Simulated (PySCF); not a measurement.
# C₈H₉Al (SMILES C=CCC#[C][AlH][C]#CC): what the fields show

The calculation's input:

```
{"job": {"kind": "nmr", "xc": "PBE0", "basis": "pcSseg-1"}, "charge": 0, "multiplicity": 1}
C     -4.534468     0.630845    -1.843234
C     -3.633466     1.120892    -1.014285
C     -2.232866     1.485229    -1.416066
C     -1.263474     0.772218    -0.601450
C     -0.468744     0.169441     0.095213
Al     0.820924    -0.765377     1.204355
C      2.707268    -1.024151     0.838178
C      3.890970    -1.196257     0.615454
C      5.298370    -1.400105     0.346263
H     -5.531183     0.382978    -1.520078
H     -4.316951     0.459668    -2.885549
H     -3.868215     1.280056     0.030109
H     -2.066604     1.250427    -2.471745
H     -2.080489     2.561925    -1.272552
H      0.284662    -1.362746     2.524779
H      5.866666    -1.365318     1.276169
H      5.667650    -0.621665    -0.322247
H      5.451190    -2.371741    -0.124489
```

Run with:

```sh
OMP_NUM_THREADS=1 python probes_run.py task.json out
```

Geometry: GFN2-xTB.

All numbers below come from PySCF 2.14.0, PBE0/pcSseg-1, SCF density, gas phase, non-relativistic.

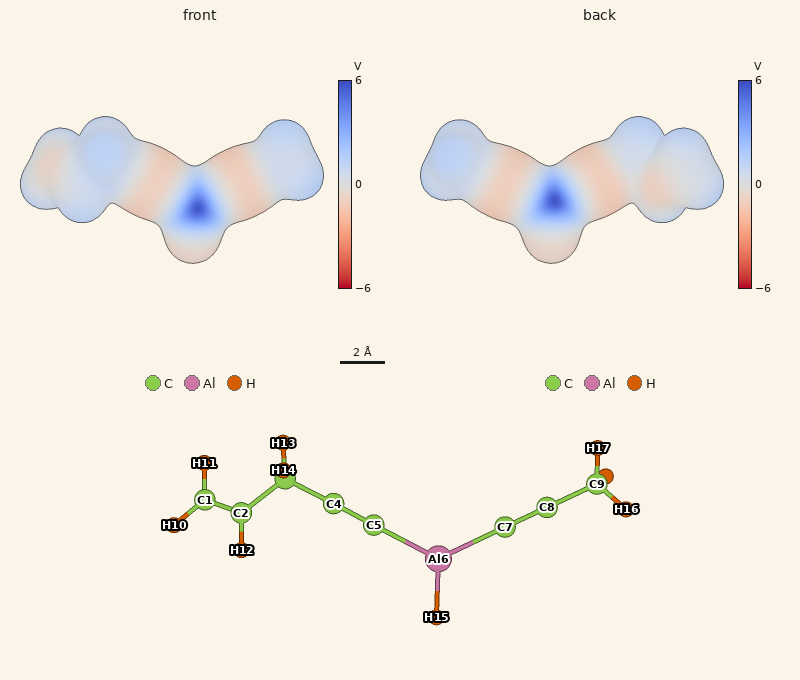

Figure 1. The electrostatic potential painted on the density surface at 0.004 e/bohr³, seen from the front and from behind; the colour scale runs from red (negative) to blue (positive). The bare structure is drawn below in the same view.

Describe the electrostatic potential map.

Answer. The most negative region (about −1.1 V) lies over C4, C5, C7 and C8, the most positive (about +5.3 V) over Al6.

How polar is the molecule by this calculation?

Answer. Its dipole moment is 1.67 D.

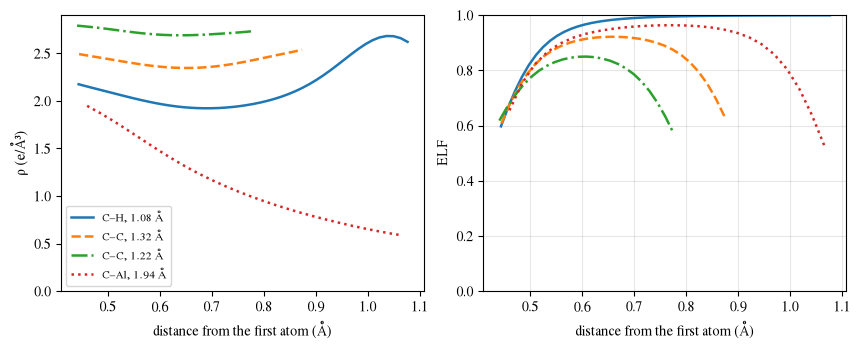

Figure 2. Total electron density and ELF along straight lines between neighbouring atoms. The curves leave out the atomic cores.

What kind of bonding do the profiles show?

Answer. C–H (1.08 Å): the density is about 2 e/Å³ at the midpoint; the ELF climbs to about 1 towards the hydrogen, as it does in any bond to H; a covalent bond by its length.
C–C (1.32 Å): ρ is about 2.3 e/Å³ halfway; the ELF peaks at about 0.90 between the atoms (a multiple bond).
C–C (1.22 Å): the density is about 2.7 e/Å³ at the midpoint; the ELF peaks at about 0.85 between the atoms: a short, multiple covalent bond.
C–Al (1.94 Å): ρ is about 0.69 e/Å³ halfway; the ELF peaks at about 0.95 between the atoms: a shared but strongly polarised pair.
